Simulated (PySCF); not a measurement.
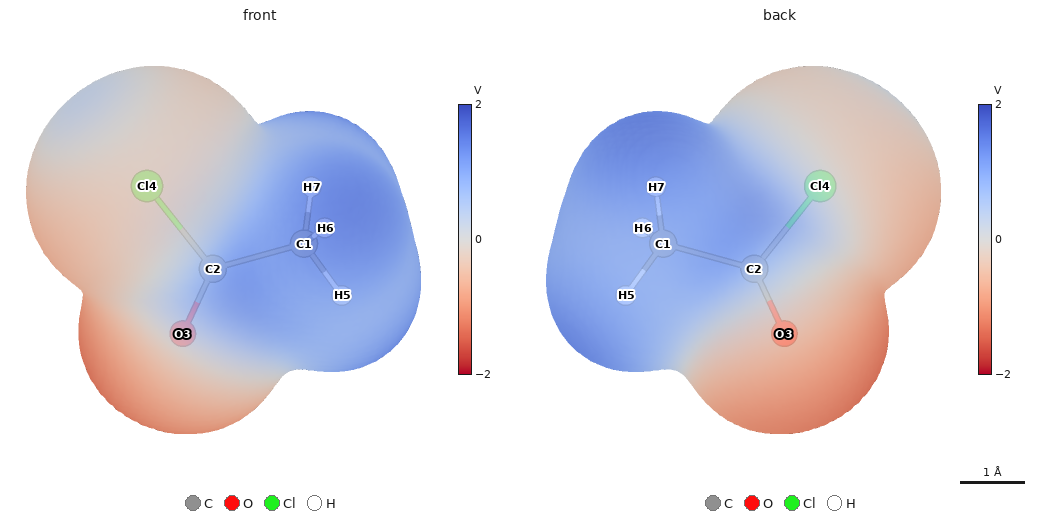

The picture shows: C2H3ClO (Acetyl Chloride). The molecular electrostatic potential painted on the density surface at 0.002 e/bohr³, seen from the front and from behind; the colour scale runs from red (negative) to blue (positive).

Geometry: PBE0-D3(BJ)/def2-TZVP.

These are results of PySCF, PBE0/pcSseg-2, SCF density, gas phase, non-relativistic, not measurements.

```xyz
7

C    -0.5890   -0.0975   -0.0143
C     0.8532    0.2291   -0.2032
O     1.3358    1.2900   -0.3820
Cl    1.8834   -1.2364   -0.1317
H    -1.1769    0.8172   -0.0637
H    -0.7258   -0.5905    0.9495
H    -0.9058   -0.7998   -0.7870
```

### Describe the electrostatic potential map.

The most negative region (about −1.3 V) lies over O3, the most positive (about +1.5 V) over H6 and H7. Cl4 shows a σ-hole: about +0.3 V at the tip opposite its bond, against about −0.3 V on its flanks. O3 is the likeliest acceptor of a hydrogen bond.
